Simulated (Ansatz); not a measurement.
CH5FOSi2

Input

```
crystal:
  periodic: [false, false, false]
  atoms:
    - { symbol: F, position_ang: [-0.989, -2.5446, -0.1414] }
    - { symbol: C, position_ang: [-0.3112, -1.406, 0.2006] }
    - { symbol: Si, position_ang: [-0.3525, -0.188, -1.2266] }
    - { symbol: O, position_ang: [0.8191, 0.983, -1.1247] }
    - { symbol: Si, position_ang: [1.0602, 1.8386, 0.1346] }
    - { symbol: H, position_ang: [0.7048, -1.7288, 0.4326] }
    - { symbol: H, position_ang: [-0.7287, -0.9829, 1.1109] }
    - { symbol: H, position_ang: [-1.6286, 0.4456, -1.3652] }
    - { symbol: H, position_ang: [1.659, 1.0189, 1.2621] }
    - { symbol: H, position_ang: [-0.1501, 2.5132, 0.7201] }
basis:
  gaussian: { orbitals: "6-31G" }
hamiltonian:
  xc: pbe
relax:
  f_tol: 0.015
  max_steps: 40
output:
  orbitals: {}
```

Run with:

```sh
ansatz run input.yaml --threads 1 --pin off --max-ram 2048MiB --backend cpu --events-out ev --progress --plain --runs-dir out
```

The fields are those of the relaxed geometry.

Method: RKS PBE/6-31G in Ansatz.

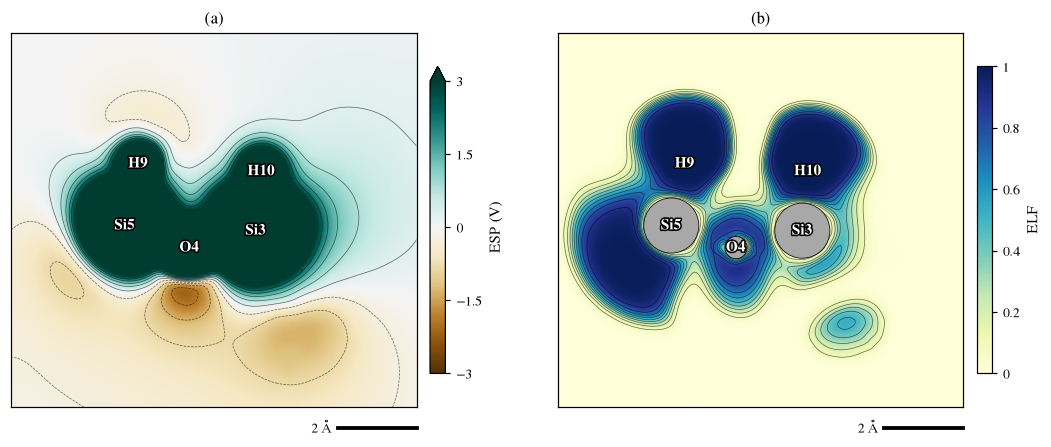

Figure 1. (a) electrostatic potential; (b) ELF on the plane of atoms Si3, O4 and Si5. Grey discs cover the atomic cores in the ELF map.

**Interpret the plot.**

- The plane passes through Si, O and H nuclei.
- Si–O (1.74 Å): the ELF peaks at about 0.80 between the atoms, as expected for a shared but strongly polarised pair.
- Si–H (1.52 Å): the ELF climbs to about 1 towards the hydrogen, as it does in any bond to H.
- The ELF also peaks beside O4 and Si5, away from the bonds: lone-pair regions.
- Outside the dense part of the molecule the potential is most negative (−2.2 V) near O4.

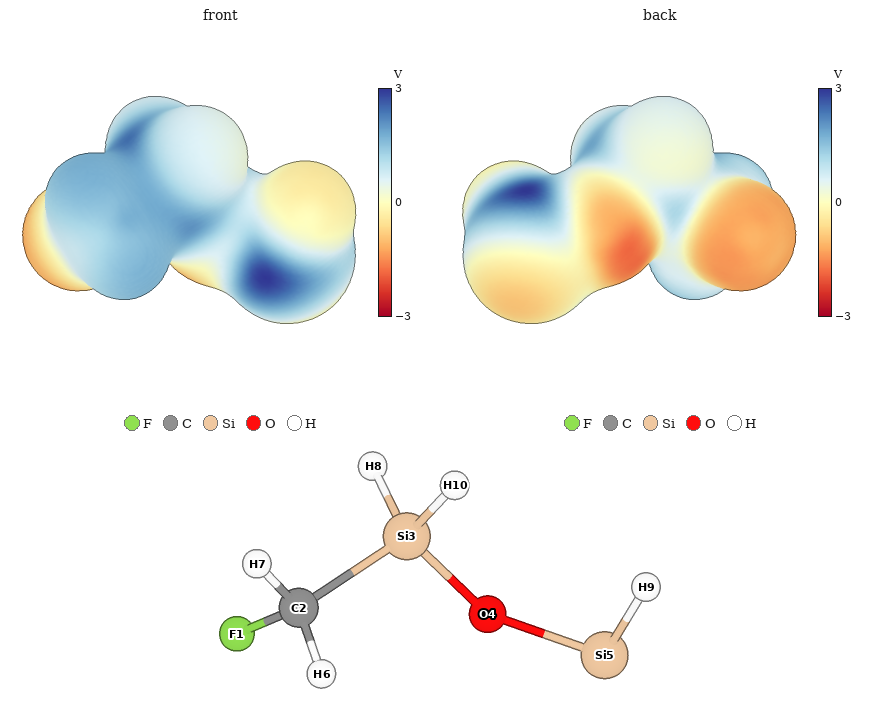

Figure 2. The molecular electrostatic potential painted on the density surface at 0.004 e/bohr³, seen from the front and from behind; red is negative and blue positive. The bare structure is drawn below in the same view.

**Describe the electrostatic potential map.**

The most negative region (about −1.8 V) lies over O4, the most positive (about +2.9 V) over Si5. O4 is the likeliest acceptor of a hydrogen bond.

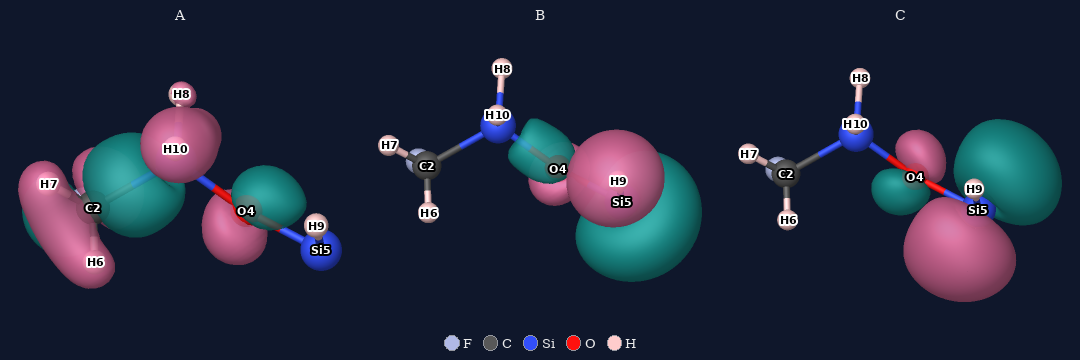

Figure 3. Three frontier orbitals at ±0.1 Å⁻³ᐟ² (teal and pink are the two phases), in no order.

**Which picture is the HOMO−1, the HOMO and the LUMO?**

A is the HOMO−1 (−6.89 eV). Its weight (Hirshfeld) is mainly on F1 (about 40 %), C2 (about 20 %), O4 (about 15 %) and Si3 (about 15 %). B is the HOMO (−5.47 eV). Its weight (Hirshfeld) is mainly on Si5 (about 60 %), H9 (about 25 %) and O4 (about 15 %). C is the LUMO (−3.20 eV). Its weight (Hirshfeld) is mainly on Si5 (about 80 %) and O4 (about 15 %).

**What is the HOMO–LUMO gap?**

2.27 eV between the orbital energies.
